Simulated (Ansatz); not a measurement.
# One shape, several levels: triplet SnNH4F

We compute a comparison of 6 runs (UHF/3-21G, UHF/def2-SVP, U-r2SCAN/def2-SVP, U-wB97M-V/def2-SVP, U-wB97X/def2-SVP, UHSE06/def2-SVP) of triplet SnNH4F. 

The calculation is run with Ansatz 0.2.0.

59 further runs of the same task are left out: 1 that didn't finish, 58 set aside as unsound or not needed.

## (1) The molecule

SnNH4F: 7 atoms, total charge 0, spin state triplet. As SMILES of the parent species, `[NH2][SnH2][F]`. The shape is that of a PBE0-D4/def2-TZVP optimisation. This is one conformer, not always the lowest. That shape belongs to the parent species and isn't relaxed for this state.

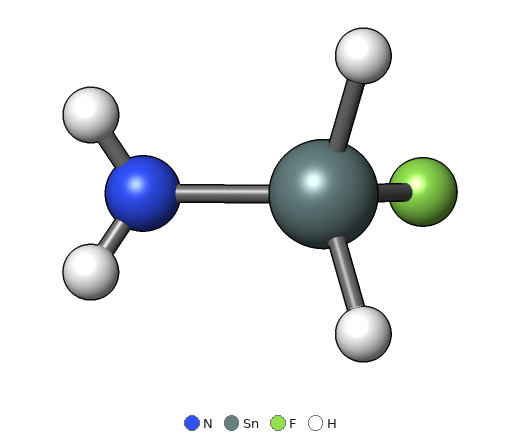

The structure, seen from a chosen angle (nitrogen blue, tin teal, fluorine green, hydrogen white).

## (2) A single-point energy at UHF/3-21G (run 1)

Contents of run.yaml:

```yaml
crystal:
  periodic: [false, false, false]
  atoms:
    - {symbol: N, position_ang: [-0.824600, 0.088300, -0.943000]}
    - {symbol: Sn, position_ang: [0.497700, -0.065100, 0.542900]}
    - {symbol: F, position_ang: [0.233900, -1.827500, 1.272400]}
    - {symbol: H, position_ang: [-1.584200, 0.741400, -0.829600]}
    - {symbol: H, position_ang: [-0.469500, 0.125500, -1.885700]}
    - {symbol: H, position_ang: [0.113100, 0.971100, 1.833800]}
    - {symbol: H, position_ang: [2.094900, -0.101800, -0.036600]}
basis:
  gaussian:
    orbitals: 3-21G-spherical.json
total_charge: 0
magnetization:
  spin_polarized: true
  initial_magnetization: 2
hamiltonian:
  xc: hf
accuracy: high
output: {orbitals: {seedname: orbitals}}
```

The basis set 3-21G is read from a file made from the Basis Set Exchange's data (not shown).

The run is started by

```
ansatz run run.yaml --threads 1 --pin off --max-ram 3480MiB --events-out events.jsonl --progress --plain --runs-dir runs
```

What it wrote:

```text
Warning: RAYON_NUM_THREADS=1 ignored (pool sized by the plan → 1); use --threads N
Functional definition: HF
  name "HF"
  exchange = exact_x
  correlation = 0
1206 factors; integrals over basis functions are off by at most 1.3e-8 eV
mean field evaluation 1: about -167387.0906 eV, gradient 2.3e1 eV
mean field evaluation 2: about -167387.1430 eV, gradient 2.3e1 eV
mean field evaluation 4: about -167389.9429 eV, gradient 2.4e0 eV
mean field evaluation 8: about -167390.4517 eV, gradient 3.3e-1 eV
mean field evaluation 16: about -167390.4626 eV, gradient 1.1e-8 eV
mean field evaluation 32: about -167389.6025 eV, gradient 1.4e0 eV
mean field evaluation 64: about -167387.8219 eV, gradient 2.0e0 eV
mean field evaluation 96: about -167387.1882 eV, gradient 3.7e0 eV
mean field -167390.46255240 eV, -6151.4860374702 hartree, gradient 2.8e-8 eV, S^2 2.007742; 1 other end points of the search recorded, 0 dependent functions left out
reference -167390.46255240 eV, -6151.4860374702 hartree; 36, 34 occupied and 21, 23 virtual orbitals, 1206 factors
Total energy: -167390.46255240 eV, -6151.4860374702 hartree
```

Run time: 3.9 s. Hardware: 1 thread of Intel Xeon Platinum 8488C (Sapphire Rapids), shared host; peak memory 0.22 GiB.

## (3) The energy at UHF/def2-SVP (core potential) (run 2)

Contents of input.yaml:

```yaml
crystal:
  periodic: [false, false, false]
  atoms:
    - symbol: N
      position_ang: [-0.824600, 0.088300, -0.943000]
    - symbol: Sn
      position_ang: [0.497700, -0.065100, 0.542900]
    - symbol: F
      position_ang: [0.233900, -1.827500, 1.272400]
    - symbol: H
      position_ang: [-1.584200, 0.741400, -0.829600]
    - symbol: H
      position_ang: [-0.469500, 0.125500, -1.885700]
    - symbol: H
      position_ang: [0.113100, 0.971100, 1.833800]
    - symbol: H
      position_ang: [2.094900, -0.101800, -0.036600]
basis:
  gaussian: {orbitals: def2-SVP}
magnetization: {spin_polarized: true, initial_magnetization: 2}
hamiltonian: {xc: hf}
accuracy: high
output: {orbitals: {seedname: orbitals}}
```

The run is started by

```
ansatz run input.yaml --threads 1 --pin off --max-ram 3480MiB --events-out events.jsonl --progress --plain --runs-dir runs
```

What it wrote (excerpt; [...] marks lines left out):

```text
Warning: RAYON_NUM_THREADS=1 ignored (pool sized by the plan → 1); use --threads N
Functional definition: HF
  name "HF"
[...]
1764 factors; integrals over basis functions are off by at most 2.9e-9 eV
[...]
mean field -10047.97709473 eV, -369.2563474679 hartree, gradient 5.2e-8 eV, S^2 2.010929; 3 other end points of the search recorded, 0 dependent functions left out
reference -10047.97709473 eV, -369.2563474679 hartree; 22, 20 occupied and 52, 54 virtual orbitals, 1764 factors
Total energy: -10047.97709473 eV, -369.2563474679 hartree
```

Wall time 7.2 s (1 thread of Intel Xeon Platinum 8488C (Sapphire Rapids), shared host); peak memory 0.34 GiB.

Runs 3 to 4 aren't shown in full; the table further down has their settings and results.

## (4) A single-point energy at U-wB97X/def2-SVP (core potential) (run 5)

Contents of in.yaml:

```yaml
crystal:
  periodic: [false, false, false]
  atoms:
    - {symbol: "N", position_ang: [-0.824600, 0.088300, -0.943000]}
    - {symbol: Sn, position_ang: [0.497700, -0.065100, 0.542900]}
    - {symbol: F, position_ang: [0.233900, -1.827500, 1.272400]}
    - {symbol: H, position_ang: [-1.584200, 0.741400, -0.829600]}
    - {symbol: H, position_ang: [-0.469500, 0.125500, -1.885700]}
    - {symbol: H, position_ang: [0.113100, 0.971100, 1.833800]}
    - {symbol: H, position_ang: [2.094900, -0.101800, -0.036600]}
basis:
  gaussian: {orbitals: def2-SVP}
magnetization: {spin_polarized: true, initial_magnetization: 2}
output: {orbitals: {seedname: orbitals}}
hamiltonian: {xc: {name: wB97X}}
accuracy: high
```

The run is started by

```
ansatz run in.yaml --threads 1 --pin off --max-ram 3480MiB --events-out events.jsonl --progress --plain --runs-dir runs
```

What it wrote (excerpt; [...] marks lines left out):

```text
Warning: RAYON_NUM_THREADS=1 ignored (pool sized by the plan → 1); use --threads N
Functional definition: wB97X
  name "wB97X"
[...]
      + exact_x_lr(omega)
[...]
      + integral(e_c_pw_opposite_spin*poly(b97_u_opposite, 1, cos1, cos2, cos3, cos4))
1764 factors; integrals over basis functions are off by at most 2.9e-9 eV
330 factors; integrals over basis functions are off by at most 1.6e-9 eV
[...]
mean field -10094.53833413 eV, -370.9674414554 hartree, gradient 4.2e-8 eV, S^2 2.005582; 2 other end points of the search recorded, 0 dependent functions left out
reference -10094.53833236 eV, -370.9674413903 hartree; 22, 20 occupied and 52, 54 virtual orbitals, 1764 factors
Total energy: -10094.53833236 eV, -370.9674413903 hartree
```

Run time: 38 s. Hardware: 1 thread of Intel Xeon Platinum 8488C (Sapphire Rapids), shared host; peak memory 0.75 GiB.

## (5) A single-point energy at UHSE06/def2-SVP (core potential) (run 6)

Contents of input.yaml:

```yaml
basis:
  gaussian: {orbitals: def2-SVP}
crystal:
  periodic: [false, false, false]
  atoms:
    - {symbol: N, position_ang: [-0.824600, 0.088300, -0.943000]}
    - {symbol: Sn, position_ang: [0.497700, -0.065100, 0.542900]}
    - {symbol: F, position_ang: [0.233900, -1.827500, 1.272400]}
    - {symbol: H, position_ang: [-1.584200, 0.741400, -0.829600]}
    - {symbol: H, position_ang: [-0.469500, 0.125500, -1.885700]}
    - {symbol: H, position_ang: [0.113100, 0.971100, 1.833800]}
    - {symbol: H, position_ang: [2.094900, -0.101800, -0.036600]}
magnetization: {spin_polarized: true, initial_magnetization: 2}
hamiltonian: {xc: hse06}
accuracy: high
output: {orbitals: {seedname: orbitals}}
```

The run is started by

```
ansatz run input.yaml --threads 1 --pin off --max-ram 3480MiB --events-out events.jsonl --progress --plain --runs-dir runs
```

What it wrote:

```text
Warning: RAYON_NUM_THREADS=1 ignored (pool sized by the plan → 1); use --threads N
Functional definition: HSE06
  name "HSE06"
  parameter a = 0.25
  parameter omega = 0.11/bohr
  exchange = pbe_x - a*pbe_x_sr(omega) + a*exact_x_sr(omega)
  correlation = pbe_c
1764 factors; integrals over basis functions are off by at most 2.9e-9 eV
91 factors; integrals over basis functions are off by at most 1.7e-9 eV
mean field evaluation 1: about -10078.8795 eV, gradient 4.7e1 eV
mean field evaluation 2: about -10019.7421 eV, gradient 1.0e2 eV
mean field evaluation 4: about -10082.3746 eV, gradient 3.6e1 eV
mean field evaluation 8: about -10090.1107 eV, gradient 2.3e0 eV
mean field evaluation 16: about -10090.2852 eV, gradient 1.1e-2 eV
mean field evaluation 32: about -10090.2852 eV, gradient 6.7e-7 eV
mean field -10090.28522396 eV, -370.8111425394 hartree, gradient 5.4e-8 eV, S^2 2.003447; 3 other end points of the search recorded, 0 dependent functions left out
reference -10090.28522805 eV, -370.8111426898 hartree; 22, 20 occupied and 52, 54 virtual orbitals, 1764 factors
Total energy: -10090.28522805 eV, -370.8111426898 hartree
```

Wall time 15 s (1 thread of Intel Xeon Platinum 8488C (Sapphire Rapids), shared host); peak memory 0.36 GiB.

## (6) Overview of the runs

| run | level | core potential | energy (Eh) | HOMO energy (eV) | LUMO energy (eV) | ⟨S²⟩ | wall time |
| --- | --- | --- | --- | --- | --- | --- | --- |
| 1 | UHF/3-21G | none | -6151.486037 | -3.51 | 0.22 | 2.008 | 3.9 s |
| 2 | UHF/def2-SVP (core potential) | def2-SVP | -369.256347 | -3.85 | -0.22 | 2.011 | 7.2 s |
| 3 | U-r2SCAN/def2-SVP (core potential) | def2-SVP | -370.983442 | -1.86 | – | 2.005 | 20 s |
| 4 | U-wB97M-V/def2-SVP (core potential) | def2-SVP | -370.856814 | -4.02 | -3.50 | 2.004 | 65 s |
| 5 | U-wB97X/def2-SVP (core potential) | def2-SVP | -370.967441 | -3.96 | -3.52 | 2.006 | 38 s |
| 6 | UHSE06/def2-SVP (core potential) | def2-SVP | -370.811143 | -2.05 | – | 2.003 | 15 s |

## (7) Outcome

| quantity | value |
| --- | --- |
| run 6: total energy | -370.81114 Eh |
| run 6: HOMO energy (highest over α and β) | -2.05 eV |
| run 6: ⟨S²⟩ | 2.003 |

**Reading.** Totals of different functionals can't be ranked against each other. Some runs of one species differ in core potentials or relativity; totals across that change don't compare. In run 1 relativity is left out where basis or elements ask for it. All runs together took 2.5 min, the longest 65 s.
